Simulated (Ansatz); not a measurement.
# Calculations on Si32Ag

Part 1: Relaxation

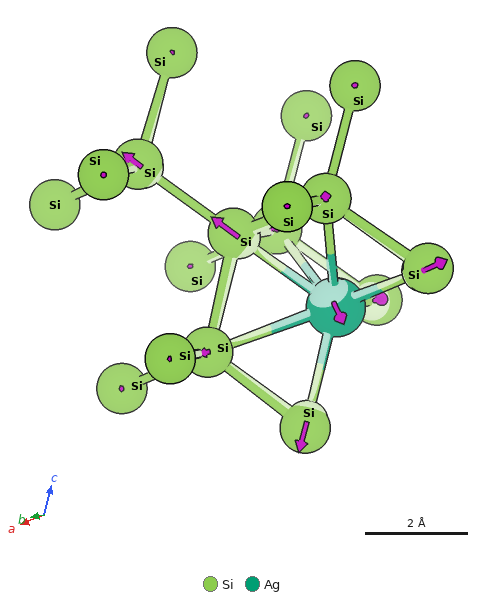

A relaxation of a defect cell of composition Si32Ag (cell charge +1). The starting structure is drawn faded, the final one solid; purple arrows show the displacements, magnified 5 times.

The picture is a ball-and-stick view of the atoms within 4.2 Å of the atom that moves most (axes of the cell of the calculation), seen from a free direction.

Case: Ag interstitial, charge +1, atoms relaxed.

Theory: DFT PBE, scalar-relativistic, plane waves, PAW (Ansatz 0.2.0).

The input:
```yaml
crystal:
  lattice:
    - [-5.4700937627, -5.4700937627, 5.4700937627]
    - [5.4700937627, -5.4700937627, -5.4700937627]
    - [5.4700937627, 5.4700937627, 5.4700937627]
  atoms:
    - { symbol: Si, position: [0.25, 0.75, 0.75] }
    - { symbol: Si, position: [0.0, 0.75, 0.0] }
    - { symbol: Si, position: [0.5, 0.5, 0.75] }
    - { symbol: Si, position: [0.25, 0.5, 0.0] }
    - { symbol: Si, position: [0.0, 0.5, 0.25] }
    - { symbol: Si, position: [0.75, 0.75, 0.25] }
    - { symbol: Si, position: [0.5, 0.75, 0.5] }
    - { symbol: Si, position: [0.0, 0.0, 0.75] }
    - { symbol: Si, position: [0.75, 0.25, 0.75] }
    - { symbol: Si, position: [0.5, 0.25, 0.0] }
    - { symbol: Si, position: [0.25, 0.25, 0.25] }
    - { symbol: Si, position: [0.0, 0.25, 0.5] }
    - { symbol: Si, position: [0.75, 0.5, 0.5] }
    - { symbol: Si, position: [0.75, 0.0, 0.0] }
    - { symbol: Si, position: [0.5, 0.0, 0.25] }
    - { symbol: Si, position: [0.25, 0.0, 0.5] }
    - { symbol: Si, position: [0.25, 0.75, 0.5] }
    - { symbol: Si, position: [0.0, 0.75, 0.75] }
    - { symbol: Si, position: [0.5, 0.5, 0.5] }
    - { symbol: Si, position: [0.25, 0.5, 0.75] }
    - { symbol: Si, position: [0.0, 0.5, 0.0] }
    - { symbol: Si, position: [0.75, 0.75, 0.0] }
    - { symbol: Si, position: [0.5, 0.75, 0.25] }
    - { symbol: Si, position: [0.0, 0.0, 0.5] }
    - { symbol: Si, position: [0.75, 0.25, 0.5] }
    - { symbol: Si, position: [0.5, 0.25, 0.75] }
    - { symbol: Si, position: [0.25, 0.25, 0.0] }
    - { symbol: Si, position: [0.0, 0.25, 0.25] }
    - { symbol: Si, position: [0.75, 0.5, 0.25] }
    - { symbol: Si, position: [0.75, 0.0, 0.75] }
    - { symbol: Si, position: [0.5, 0.0, 0.0] }
    - { symbol: Si, position: [0.25, 0.0, 0.25] }
    - { symbol: Ag, position: [0.0036471589, 0.0157691123, 0.0126019476] }
total_charge: 1
basis:
  ecutwfc: 420
  xc_grid: 2
kpoints:
  mp_grid: { grid: [2, 2, 2], shift: [0.5, 0.5, 0.5] }
hamiltonian:
  xc: pbe
scf:
  occupations: { method: gaussian, width: 0.02 }
output:
  forces: true
  stress: false
  eigenvalues: true
  write_density: true
  write_potential: true
  elf: true
  volumetric_format: npy
relax:
  adjacent_minimum: "off"
  f_tol: 0.02
  max_steps: 60
```

Command:
```bash
ansatz run input.yaml --threads 8 --pin off --max-ram 20480MiB --backend cpu --events-out ev --progress --plain --runs-dir out
```

Question: What happened in the run?

Answer: Si11 moves most: 0.14 Å along [1 1 1]. Largest moves by element: Si 0.14 Å, Ag 0.13 Å. The cell stays as it was. Near-neighbour distances that change, for instance: Si11–Ag33 2.270 → 2.505 Å, Si14–Ag33 2.317 → 2.505 Å, Si28–Ag33 2.600 → 2.780 Å, Si27–Ag33 2.701 → 2.783 Å. Among the angles between lasting bonds that change: Si8–Si27–Si11 109.5° → 113.7°, Si32–Si11–Ag33 72.3° → 68.5°, Si27–Si11–Ag33 71.2° → 68.4°. Over 3 accepted moves (4 points after the start) the energy falls by 0.814 eV per cell of the calculation. The largest force component goes from 1.9 to 0.0056 eV/Å. 1 step only repeated the SCF at the same geometry.

Limits of the set-up: the cell is charged, on a uniform background, and energies carry no finite-size correction.

Part 2: Relaxation

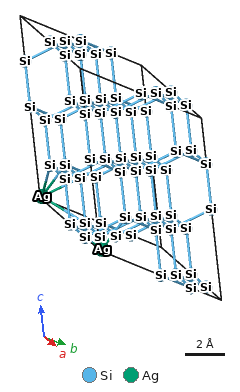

This is the input geometry for a relaxation of a defect cell of composition Si32Ag (cell charge +1). A ball-and-stick model of the cell of the calculation, seen slightly off an axis.

Method: DFT PBE, scalar-relativistic, plane waves, PAW; settings changed in Ansatz.

Input
```yaml
crystal:
  lattice:
    - [-5.4700937627, -5.4700937627, 5.4700937627]
    - [5.4700937627, -5.4700937627, -5.4700937627]
    - [5.4700937627, 5.4700937627, 5.4700937627]
  atoms:
    - { symbol: Si, position: [0.25, 0.75, 0.75] }
    - { symbol: Si, position: [0.0, 0.75, 0.0] }
    - { symbol: Si, position: [0.5, 0.5, 0.75] }
    - { symbol: Si, position: [0.25, 0.5, 0.0] }
    - { symbol: Si, position: [0.0, 0.5, 0.25] }
    - { symbol: Si, position: [0.75, 0.75, 0.25] }
    - { symbol: Si, position: [0.5, 0.75, 0.5] }
    - { symbol: Si, position: [0.0, 0.0, 0.75] }
    - { symbol: Si, position: [0.75, 0.25, 0.75] }
    - { symbol: Si, position: [0.5, 0.25, 0.0] }
    - { symbol: Si, position: [0.25, 0.25, 0.25] }
    - { symbol: Si, position: [0.0, 0.25, 0.5] }
    - { symbol: Si, position: [0.75, 0.5, 0.5] }
    - { symbol: Si, position: [0.75, 0.0, 0.0] }
    - { symbol: Si, position: [0.5, 0.0, 0.25] }
    - { symbol: Si, position: [0.25, 0.0, 0.5] }
    - { symbol: Si, position: [0.25, 0.75, 0.5] }
    - { symbol: Si, position: [0.0, 0.75, 0.75] }
    - { symbol: Si, position: [0.5, 0.5, 0.5] }
    - { symbol: Si, position: [0.25, 0.5, 0.75] }
    - { symbol: Si, position: [0.0, 0.5, 0.0] }
    - { symbol: Si, position: [0.75, 0.75, 0.0] }
    - { symbol: Si, position: [0.5, 0.75, 0.25] }
    - { symbol: Si, position: [0.0, 0.0, 0.5] }
    - { symbol: Si, position: [0.75, 0.25, 0.5] }
    - { symbol: Si, position: [0.5, 0.25, 0.75] }
    - { symbol: Si, position: [0.25, 0.25, 0.0] }
    - { symbol: Si, position: [0.0, 0.25, 0.25] }
    - { symbol: Si, position: [0.75, 0.5, 0.25] }
    - { symbol: Si, position: [0.75, 0.0, 0.75] }
    - { symbol: Si, position: [0.5, 0.0, 0.0] }
    - { symbol: Si, position: [0.25, 0.0, 0.25] }
    - { symbol: Ag, position: [0.0036471589, 0.0157691123, 0.0126019476] }
total_charge: 1
basis:
  ecutwfc: 420
  xc_grid: 2
kpoints:
  mp_grid: { grid: [2, 2, 2], shift: [0.5, 0.5, 0.5] }
hamiltonian:
  xc: pbe
scf:
  occupations: { method: gaussian, width: 0.02 }
  lower_state_search: light
output:
  forces: true
  eigenvalues: true
relax:
  adjacent_minimum: "off"
  f_tol: 0.02
  max_steps: 60
```

Run as
```bash
ansatz run input.yaml --threads 8 --pin off --max-ram 20480MiB --backend cpu --events-out ev --progress --plain --runs-dir out
```

> What does the optimiser find from here?

After 3 accepted moves (4 points after the start) the energy has fallen by 0.814 eV per cell of the calculation. Largest force component: 1.9 eV/Å at the start, 0.0056 eV/Å at the end. 1 step only repeated the SCF at the same geometry. Si11 moves most: 0.14 Å along [1 1 1]. By element the largest moves are Si 0.14 Å, Ag 0.13 Å. The cell stays as it was. Near-neighbour distances that change, for instance: Si11–Ag33 2.270 → 2.505 Å, Si14–Ag33 2.317 → 2.505 Å, Si28–Ag33 2.600 → 2.780 Å, Si18–Ag33 2.871 → 2.788 Å. Bond angles that change, for instance: Si18–Si2–Ag33 72.8° → 68.5°, Si8–Si27–Si11 109.5° → 113.7°, Si22–Si14–Ag33 72.6° → 68.5°.

The end point in the same view:

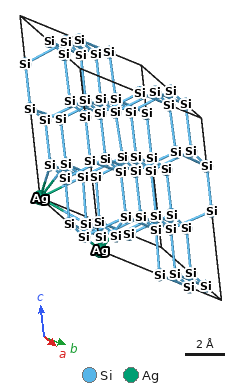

Limits of the set-up: the cell is charged, on a uniform background, and energies carry no finite-size correction.

Part 3: Path

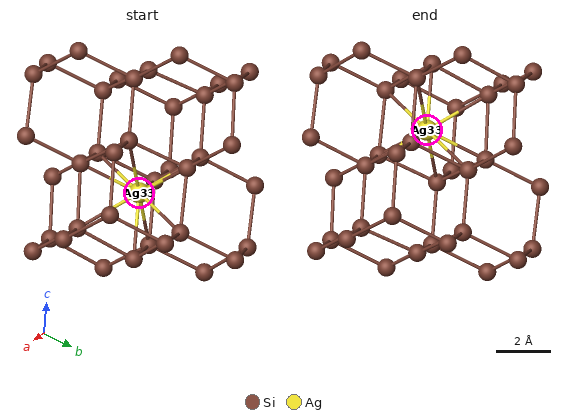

The two relaxed end points of a path for a defect cell of composition Si₃₂Ag (cell charge +1) (33 atoms in the cell). Style: ball-and-stick. Shown: the atoms within 5.4 Å of the middle of the path, slightly off an axis. The moving atom is ringed, with any periodic copies. Bonds to atoms that aren't drawn are left out.

Method: DFT PBE, scalar-relativistic, plane waves, PAW (Ansatz 0.2.0).

Set-up: plane-wave cutoff 420 eV; k-point mesh 2 × 2 × 2; Gaussian smearing 0.02 eV; 5 movable images; climbing image.

> Predict the minimum-energy path and its barrier.

The two ends have the same energy, and the highest point, image 3, lies 0.42 eV above the start. The Ag atom travels furthest, 2.37 Å from end to end, along +c, on a straight line. At the highest image its nearest neighbour (Si) is 2.45 Å away, against 2.51 Å at the start, and the surrounding atoms stand up to 0.10 Å off the mean of their end positions. The band converged in 4 iterations. The largest component of the band force went from 1.8 to 0.0056 eV/Å. The climbing image converged on the top of the path. Its curvatures weren't checked.

Energies of the converged images:

| image | path (Å) | E (eV) |
| --- | --- | --- |
| 0 | 0.00 | 0.000 |
| 1 | 0.42 | 0.119 |
| 2 | 0.84 | 0.325 |
| 3 | 1.25 | 0.424 |
| 4 | 1.67 | 0.325 |
| 5 | 2.09 | 0.119 |
| 6 | 2.51 | 0.000 |

The geometry at the top of the path:

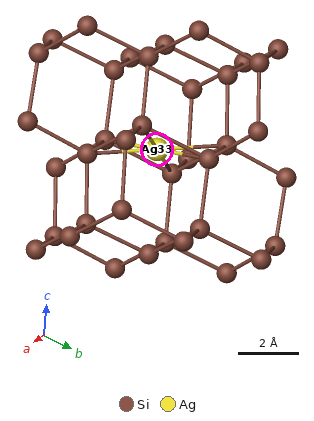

Limits of the set-up: the cell is charged, on a uniform background, and energies carry no finite-size correction.
